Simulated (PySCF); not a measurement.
Zn(Et)2, SMILES C[CH2][Zn][CH2]C at its GFN2-xTB optimised geometry (Å):

```
15

Zn    -0.5497    -1.1987     0.0000
C      1.5211    -1.1987     0.0000
C      1.9659     0.2473    -0.2221
H      1.9530    -1.8236    -0.7818
H      1.9362    -1.5531     0.9441
H      1.5912     0.9037     0.5636
H      1.6143     0.6281    -1.1813
H      3.0562     0.3196    -0.2193
C     -2.3825    -0.2351     0.0000
C     -2.1020     1.2514     0.2232
H     -3.0562    -0.5873     0.7813
H     -2.9145    -0.3546    -0.9445
H     -1.4650     1.6581    -0.5626
H     -1.6128     1.4236     1.1822
H     -3.0329     1.8236     0.2214
```

Calculation: CAM-B3LYP/def2-TZVP run with PySCF. Cells within 0.4 Å of a nucleus heavier than hydrogen are left out (blank, or x).

Map of the electron localisation function on the plane z = 0.0 Å:

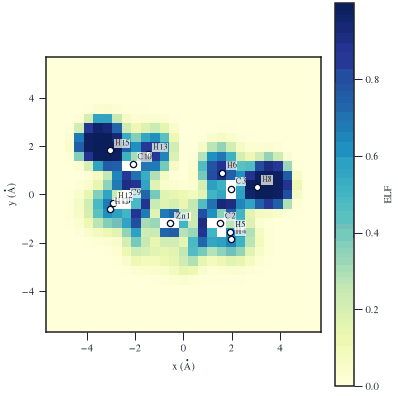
Figure: Electron localisation function on the plane z = 0.0 Å.
